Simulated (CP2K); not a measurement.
# C2H7OPSi (SMILES C[SiH](P)C=O): AM1

Aim: the energy change on altering one bond length of C2H7OPSi at AM1, from 2 runs. 

The results are computed with CP2K 2026.2.

1 further run of the same task is left out (set aside as unsound or not needed).

### 1 Starting point

The species is C2H7OPSi (12 atoms), meant as a singlet with charge 0. As SMILES, `C[SiH](P)C=O`. The coordinates come from a GFN2-xTB relaxation. This is one conformer, not always the lowest.

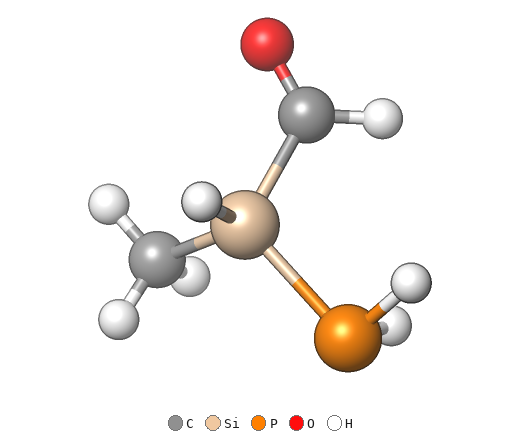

Viewed from a chosen angle; carbon grey, silicon light orange, phosphorus orange, oxygen red, hydrogen white.

### 2 Energy and gradient at AM1

The input, molecule.inp:

```
&GLOBAL
  PROJECT molecule
  RUN_TYPE ENERGY_FORCE
  PRINT_LEVEL MEDIUM
&END GLOBAL
&FORCE_EVAL
  METHOD QS
  &DFT
    &QS
      METHOD AM1
      EPS_DEFAULT 1.0E-10
      &SE
        &COULOMB
          CUTOFF [angstrom] 50
          RC_RANGE [angstrom] 0
        &END COULOMB
        &EXCHANGE
          CUTOFF [angstrom] 50
          RC_RANGE [angstrom] 0
        &END EXCHANGE
      &END SE
    &END QS
    &POISSON
      PERIODIC NONE
      POISSON_SOLVER ANALYTIC
    &END POISSON
    &SCF
      SCF_GUESS ATOMIC
      EPS_SCF 1.0E-06
      MAX_SCF 40
      &OT
        MINIMIZER DIIS
        PRECONDITIONER FULL_ALL
      &END OT
      &OUTER_SCF
        EPS_SCF 1.0E-06
        MAX_SCF 10
      &END OUTER_SCF
    &END SCF
    &PRINT
      &MOMENTS
        PERIODIC F
        REFERENCE COM
        MAX_MOMENT 1
      &END MOMENTS
      &MO_CUBES
        NLUMO 3
        NHOMO -1
        WRITE_CUBE F
      &END MO_CUBES
      &HIRSHFELD OFF
      &END HIRSHFELD
    &END PRINT
  &END DFT
  &SUBSYS
    &CELL
      ABC 13.2 11.5 11.4
      PERIODIC NONE
    &END CELL
    &COORD
      C     -1.548010    -0.639280     0.526690
      Si     0.055340     0.380890     0.464850
      P      1.835110    -0.929680     0.899910
      C      0.210350     1.134740    -1.316980
      O     -0.609060     1.871930    -1.794400
      H     -1.522490    -1.468520    -0.176880
      H     -1.701850    -1.053320     1.519240
      H     -2.406440    -0.021140     0.281480
      H      0.033990     1.504210     1.409790
      H      2.764500    -0.027610     0.408800
      H      1.780270    -1.609700    -0.306630
      H      1.108300     0.857490    -1.915870
    &END COORD
    &TOPOLOGY
      &CENTER_COORDINATES
      &END CENTER_COORDINATES
    &END TOPOLOGY
  &END SUBSYS
  &PRINT
    &FORCES ON
    &END FORCES
  &END PRINT
&END FORCE_EVAL
```

Command:

```bash
$ OMP_NUM_THREADS=1 cp2k.psmp -i molecule.inp > molecule.out 2>&1
```

Output (excerpt; [...] marks lines left out):

```text
CP2K| version string:                                       CP2K version 2026.2
[...]
 GLOBAL| Method name                                                        CP2K
[...]
 GLOBAL| Run type                                                   ENERGY_FORCE
[...]
                             - Atoms:                                         12
[...]
                             - Spherical basis functions:                     27
[...]
 Number of electrons:                                                         30
[...]
     1 OT DIIS     0.15E+00    0.0     0.30347927       -27.0364484856 -2.70E+01
[...]
     9 OT DIIS     0.15E+00    0.0     0.00000031       -32.4691627173 -1.60E-10
  *** SCF run converged in     9 steps ***
  Core-core repulsion energy [eV]:                           1978.93951465310897
  Core Hamiltonian energy [eV]:                             -1377.34270259382856
  Two-electron integral energy [eV]:                        -2970.25532452095786
  Electronic energy [eV]:                                   -2862.47036485430726
  Total energy [eV]:                                         -883.53085020119840
  Atomic reference energy [eV]:                               882.14113399679161
  Heat of formation [kcal/mol]:                               -32.04761954361641
[...]
 SE_DIPOLE| Moment [Debye]         -0.23928143      -0.08257716       1.41137418
 SE_DIPOLE| Derivative [a.u.]       0.00000000       0.00000000       0.00000000
 *** WARNING in qs_scf_post_se.F:140 :: Printing of MO cube files not ***
 *** implemented for Semi-Empirical method.                           ***
 ENERGY| Total FORCE_EVAL ( QS ) energy [hartree]            -32.469162717297387
 FORCES| Atomic forces [hartree/bohr]
 FORCES|   Atom     x               y               z               |f|
 FORCES|      1  2.58743799E-02  1.77537101E-02 -1.36689937E-03   3.14093325E-02
 FORCES|      2 -2.01002778E-02 -2.62079635E-03 -1.06999018E-02   2.29211178E-02
 FORCES|      3  1.48085343E-02  2.40852201E-04 -1.20854590E-02   1.91156746E-02
 FORCES|      4  3.44040391E-02 -3.52782054E-02  3.10732280E-02   5.82557738E-02
 FORCES|      5 -4.16283624E-02  3.69034180E-02 -2.29165386E-02   6.01660249E-02
 FORCES|      6  1.64638453E-03 -1.33777965E-02 -1.24707300E-02   1.83628736E-02
 FORCES|      7 -2.10390146E-03 -6.72807726E-03  1.86307258E-02   1.99197733E-02
 FORCES|      8 -1.46534157E-02  1.32039122E-02 -4.63708653E-03   2.02624891E-02
 FORCES|      9  2.40941810E-04 -2.44628512E-03 -1.22176389E-03   2.74500835E-03
 FORCES|     10 -1.87684632E-03 -4.21443260E-03  6.71027665E-03   8.14320619E-03
 FORCES|     11 -5.07059873E-05 -1.06322667E-03  8.39476979E-03   8.46198452E-03
 FORCES|     12  3.43923019E-03 -2.37307264E-03  5.89379000E-04   4.21985138E-03
 FORCES| Sum     4.85722573E-17  2.49800181E-16 -1.48492330E-15
[...]
```

Wall time 0.97 s (1 thread of Arm Neoverse N1, shared host); peak memory 0.14 GiB.

### 3 The distorted shape

The input, molecule.inp:

```
&FORCE_EVAL
    METHOD QS
    &DFT
        &QS
            METHOD AM1
            EPS_DEFAULT 1.0E-10
            &SE
                &COULOMB
                    CUTOFF [angstrom] 50
                    RC_RANGE [angstrom] 0
                &END COULOMB
                &EXCHANGE
                    CUTOFF [angstrom] 50
                    RC_RANGE [angstrom] 0
                &END EXCHANGE
            &END SE
        &END QS
        &POISSON
            PERIODIC NONE
            POISSON_SOLVER ANALYTIC
        &END POISSON
        &SCF
            SCF_GUESS ATOMIC
            EPS_SCF 1.0E-06
            MAX_SCF 40
            &OT
                MINIMIZER DIIS
                PRECONDITIONER FULL_ALL
            &END OT
            &OUTER_SCF
                EPS_SCF 1.0E-06
                MAX_SCF 10
            &END OUTER_SCF
        &END SCF
        &PRINT
            &MOMENTS
                PERIODIC F
                REFERENCE COM
                MAX_MOMENT 1
            &END MOMENTS
            &MO_CUBES
                NLUMO 3
                NHOMO -1
                WRITE_CUBE F
            &END MO_CUBES
            &HIRSHFELD OFF
            &END HIRSHFELD
        &END PRINT
    &END DFT
    &SUBSYS
        &CELL
            ABC 13.2 11.9 12.5
            PERIODIC NONE
        &END CELL
        &COORD
            C     -1.641016    -1.091590     1.595789
            Si    -0.037666    -0.071420     1.533949
            P      1.742104    -1.381990     1.969009
            C      0.210350     1.134740    -1.316980
            O     -0.609060     1.871930    -1.794400
            H     -1.615496    -1.920830     0.892219
            H     -1.794856    -1.505630     2.588339
            H     -2.499446    -0.473450     1.350579
            H     -0.059016     1.051900     2.478889
            H      2.671494    -0.479920     1.477899
            H      1.687264    -2.062010     0.762469
            H      1.108300     0.857490    -1.915870
        &END COORD
        &TOPOLOGY
            &CENTER_COORDINATES
            &END CENTER_COORDINATES
        &END TOPOLOGY
    &END SUBSYS
    &PRINT
        &FORCES ON
        &END FORCES
    &END PRINT
&END FORCE_EVAL
&GLOBAL
    PROJECT molecule
    RUN_TYPE ENERGY_FORCE
    PRINT_LEVEL MEDIUM
&END GLOBAL
```

Command:

```bash
$ OMP_NUM_THREADS=1 cp2k.psmp molecule.inp > molecule.out
```

Output (excerpt; [...] marks lines left out):

```text
CP2K| version string:                                       CP2K version 2026.2
[...]
 GLOBAL| Method name                                                        CP2K
[...]
 GLOBAL| Run type                                                   ENERGY_FORCE
[...]
                             - Atoms:                                         12
[...]
                             - Spherical basis functions:                     27
[...]
 Number of electrons:                                                         30
[...]
     1 OT DIIS     0.15E+00    0.0     0.31226599       -26.9560521199 -2.70E+01
[...]
     8 OT DIIS     0.15E+00    0.0     0.00000062       -32.3561271038 -4.07E-10
  *** SCF run converged in     8 steps ***
  Core-core repulsion energy [eV]:                           1790.41650206155236
  Core Hamiltonian energy [eV]:                             -1372.94443906061952
  Two-electron integral energy [eV]:                        -2595.85411547049489
  Electronic energy [eV]:                                   -2670.87149679586719
  Total energy [eV]:                                         -880.45499473431460
  Atomic reference energy [eV]:                               882.14113399679161
  Heat of formation [kcal/mol]:                                38.88329819430918
[...]
 SE_DIPOLE| Moment [Debye]         -0.52457973      -0.34084860       2.36760620
 SE_DIPOLE| Derivative [a.u.]       0.00000000       0.00000000       0.00000000
 *** WARNING in qs_scf_post_se.F:140 :: Printing of MO cube files not ***
 *** implemented for Semi-Empirical method.                           ***
 ENERGY| Total FORCE_EVAL ( QS ) energy [hartree]            -32.356127103885605
[...]
```

It took 0.99 s on 1 thread of Arm Neoverse N1, shared host; peak memory 0.14 GiB.

### 4 What came out

At AM1:

| quantity | value |
| --- | --- |
| first shape: total energy | -32.46916 Eh |
| first shape: dipole moment | 1.43 D |
| first shape: heat of formation at this unrelaxed shape | -32.0 kcal/mol |
| first shape: largest force on an atom | 3.094 eV/Å |
| distorted shape: total energy | -32.35613 Eh |
| distorted shape: dipole moment | 2.45 D |
| distorted shape: heat of formation at this unrelaxed shape | 38.9 kcal/mol |
| distorted shape: largest force on an atom | 1.886 eV/Å |
| energy change with the Si2–C4 bond stretched from 1.941 to 3.105 Å | 3.076 eV |

In words: One bond (distorted shape) is far stretched, which a spin-restricted single reference describes badly. With the Si2–C4 bond stretched from 1.941 to 3.105 Å the energy rises by 3.08 eV (297 kJ/mol). The first shape isn't relaxed at this level, so the change isn't measured from a minimum. A restricted reference can't describe the breaking bond well at this length. The largest force (first shape) is 3.09 eV/Å: the shape isn't a stationary point for this species at this level.
